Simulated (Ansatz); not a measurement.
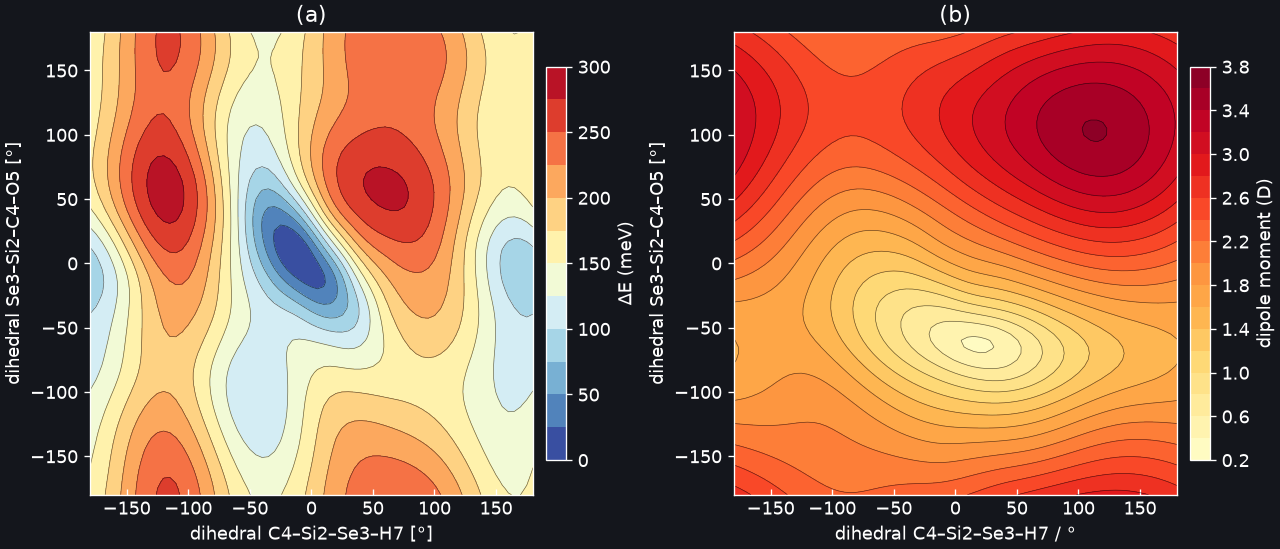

CH3FOSeSi, SMILES O=C[SiH](F)[SeH]. 
- Coordinates scanned: (1) dihedral C4–Si2–Se3–H7; (2) dihedral Se3–Si2–C4–O5.
- Nothing is relaxed (all other coordinates rigid).
- The scan uses a 15 × 15 grid.
- Points are written as (first, second).
- All energies are given in meV relative to the relaxed molecule at the same level.
- Computed with RKS CAM-B3LYP-D4/def2-SVP (Ansatz 0.2.0).

Panel (a) is the energy and panel (b) the computed dipole moment on the same grid.

In the figure: filled contours. Between grid points the surface is interpolated.

> How does the dipole moment vary over the map, and what is it at the lowest grid point?

Leaving out the highest fifth of the energies, it runs from 0.37 D at (12°, −60°) to 3.61 D at (108°, 108°). At the lowest grid point, (−12°, 12°), it is 1.73 D.
